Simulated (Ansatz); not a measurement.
## Response to strain in CuI

The parent structure is CuI in the zinc blende structure (space group F-43m, No. 216; a = 6.023 Å).

Strains are applied to the cell and any free atomic positions relax.

All numbers come from r2SCAN (Ansatz, a program for electronic structure; PAW; 500 eV plane waves; scalar-relativistic without spin-orbit coupling).

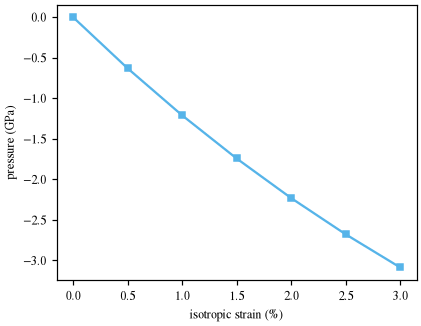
Pressure against isotropic strain

### Question
From the plot, what is the pressure for isotropic strain +3.00 %?

### Answer
About -3.1 GPa.

### Question
Is the trend monotonic over the range shown?

### Answer
Yes, it falls throughout, spanning -3.09 GPa to 0.00 GPa.

Stability against distortions was not tested. All final runs are without spin polarisation.
